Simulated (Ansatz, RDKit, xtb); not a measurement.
# GaSiNHCl2: a search for the lowest isomer

Only the formula GaSiNHCl2 is given (odd number of electrons). Aim: find the structure of lowest free energy at 298.15 K, then its properties.

Plan: many cheap relaxations first (GFN2-xTB), then density-functional screening, relaxation at PBE0-D3(BJ)/def2-SVP, vibrations and a final energy. The numbers are computed, not measured.

5 further runs of the same task are left out: 5 set aside as unsound or not needed.

## Step 1: Drawing up candidates

A program enumerates the bonding patterns with one Lewis structure each (two rings at most, one unusual centre or charged pair), with their diastereomers. O–O, O–halogen and N–halogen bonds and N–N–N chains are not drawn. That gives 27 candidates.

c018 Cl/[Si]=[N]/[GaH][Cl]; c070 Cl[Si](Cl)=[N][GaH]; c089 [N]=[Si@H-](Cl)[Ga+][Cl]; c123 Cl[Si]1(Cl)[NH][Ga]1; c153 Cl[Si][NH][Ga][Cl]; c294 Cl[Si]1[NH][Ga]1[Cl]; c384 Cl/[Si]=[N]\[GaH][Cl]; c389 [N]=[Si+][GaH-]([Cl])[Cl]; c427 [SiH]=[N][Ga]([Cl])[Cl]; c466 [Si]#[N+][GaH-]([Cl])[Cl]; c469 [N]=[Si](Cl)[GaH][Cl]; c471 Cl[Si+]1[N][Ga@@H-]1[Cl]; c494 Cl/[SiH]=[N]\[Ga][Cl]; c526 [N]=[SiH][Ga]([Cl])[Cl]; c530 [NH][Ga]([Cl])[Si]Cl; c593 [Cl][Ga-]1([Cl])[NH+]=[Si]1; c611 N=[Si][Ga]([Cl])[Cl]; c625 Cl[SiH](Cl)[N][Ga]; c644 Cl/[SiH]=[N]/[Ga][Cl]; c645 [N]=[Si-](Cl)(Cl)[GaH+]; c702 [NH][Si](Cl)(Cl)[Ga]; c708 [Cl][Ga-]1([Cl])[N][SiH+]1; c714 [NH-][Ga+][Si](Cl)Cl; c842 N=[Si](Cl)[Ga][Cl]; c875 Cl[Si]1(Cl)[N][GaH]1; c928 Cl[Si@@H]1[N][Ga]1[Cl]; c963 Cl[Si](Cl)[NH][Ga].

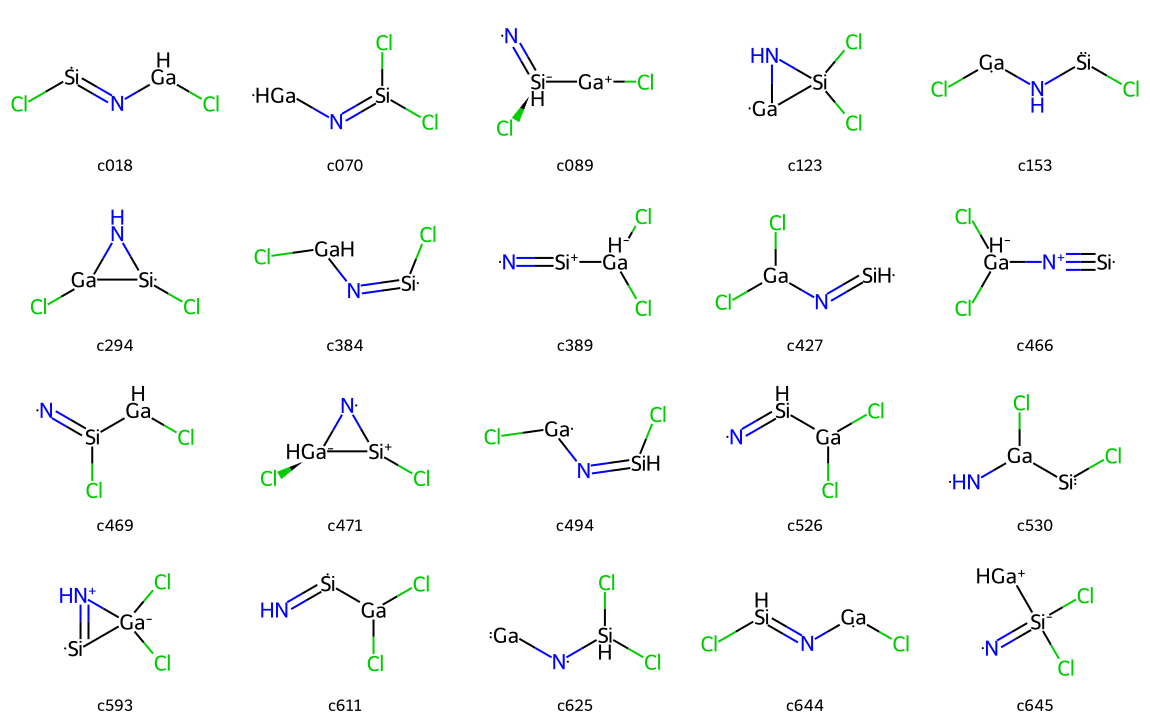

Structural formulas of the candidates (the first 20).

Candidates are built by distance geometry, with a force field where one applies, in up to four conformers (letters a to d). 8 starts with atoms placed at random are added, to find patterns that the rules miss.

**Question.** With final energies at CCSD(T)/def2-SVP + MP2/def2-TZVPP - MP2/def2-SVP, which structure will this search put lowest in free energy, and by what margin?

| quantity | value |
| --- | --- |
| lowest structure found | Cl[Si](Cl)[NH][Ga], doublet, C1 |
| next finalist | [Cl][Ga]1[NH][Si][Cl]->1, doublet, 4.5 kcal/mol higher in G |
| share at equilibrium, among the finalists | 100.0 % |
| harmonic wavenumbers, lowest and highest (PBE0-D3(BJ)/def2-SVP) | 55 and 3596 cm⁻¹ |
| rotational constants, same geometry | 0.09268, 0.02864, 0.02375 cm⁻¹ |
| dipole moment (PBE0/def2-TZVPD) | 2.62 D |
| HOMO energy (highest over α and β) (PBE0/def2-TZVPD) | -6.20 eV |
| LUMO energy (lowest over α and β) (PBE0/def2-TZVPD) | -2.85 eV |
| vertical ionisation energy (to the singlet cation) | 8.00 eV |
| vertical electron affinity | 1.34 eV |
| vertical quartet less doublet | +3.45 eV |

`Cl[Si](Cl)[NH][Ga]` comes out lowest. The margin of 4.5 kcal/mol over the next finalist is beyond the usual error of the last level; it says nothing of structures that weren't ranked. r2SCAN-D4/def2-SVP, PBE0-D3(BJ)/def2-SVP, HF/def2-SVP and MP2/def2-SVP already put its bonding pattern lowest among the structures in one piece. 18 minima inside the window were never screened. The search is not exhaustive (a finite list of starts, one conformer a finalist), so a lower isomer can't be ruled out. Patterns outside the rules of the enumeration were met only by chance.
